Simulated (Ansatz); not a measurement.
Ligand exchange: C2H8SiTe + Si(NH2)2(SiH3)2 → CH8Si2Te + Si(CH3)(NH2)2(SiH3)

Gas-phase species: C2H8SiTe `C[SiH2][Te]C`, singlet; Si(NH2)2(SiH3)2, singlet; CH8Si2Te `C[SiH2][Te][SiH3]`, singlet; Si(CH3)(NH2)2(SiH3), singlet. The partners trade CH3 for SiH3: Te–CH3 and Si–SiH3 bonds give way to Te–SiH3 and Si–CH3.

Shapes, held fixed at every level: PBE0-D4/def2-TZVP. Flexible molecules stand in one conformer, not always the lowest. Programs: Ansatz 0.2.0. Electronic energies: no zero-point or thermal term.

```json
{"level": "HF/def2-TZVPP", "kind": "Hartree–Fock", "ΔE (kJ/mol)": "-119.5", "less CCSD(T)/def2-TZVPP": "-10.5"}
{"level": "PBE-D4/def2-TZVPP", "kind": "GGA", "ΔE (kJ/mol)": "-99.4", "less CCSD(T)/def2-TZVPP": "+9.6"}
{"level": "r2SCAN-D4/def2-TZVPP", "kind": "meta-GGA", "ΔE (kJ/mol)": "-111.0", "less CCSD(T)/def2-TZVPP": "-2.0"}
{"level": "B3LYP-D4/def2-TZVPP", "kind": "global hybrid", "ΔE (kJ/mol)": "-106.0", "less CCSD(T)/def2-TZVPP": "+3.0"}
{"level": "PBE0-D4/def2-TZVPP", "kind": "global hybrid", "ΔE (kJ/mol)": "-108.1", "less CCSD(T)/def2-TZVPP": "+0.9"}
{"level": "wB97X-V/def2-TZVPP", "kind": "range-separated hybrid", "ΔE (kJ/mol)": "-110.2", "less CCSD(T)/def2-TZVPP": "-1.2"}
{"level": "B2PLYP/def2-TZVPP", "kind": "double hybrid", "ΔE (kJ/mol)": "-110.1", "less CCSD(T)/def2-TZVPP": "-1.1"}
{"level": "CCSD(T)/def2-TZVPP", "kind": "coupled cluster or CI", "ΔE (kJ/mol)": "-109.0", "less CCSD(T)/def2-TZVPP": "0.0"}
```

The highest level, CCSD(T)/def2-TZVPP, gives ΔE = -109.0 kJ/mol; the levels span -119.5 to -99.4. The column of differences is taken from that level and isn't an error. No measured value is set beside it here. For atoms past krypton def2 sets carry core potentials with scalar relativity. Outer-core shells of Te are correlated, in sets that cover them unevenly.

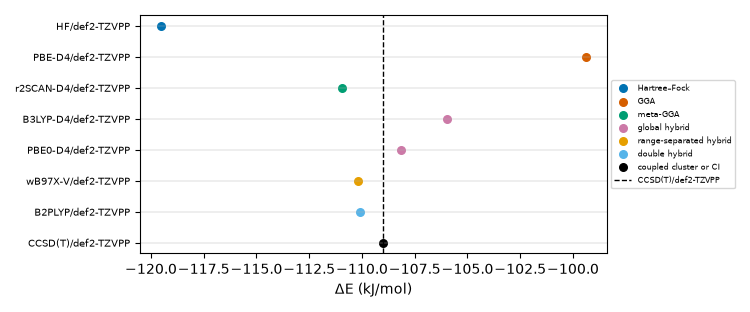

The values of the table, level by level.
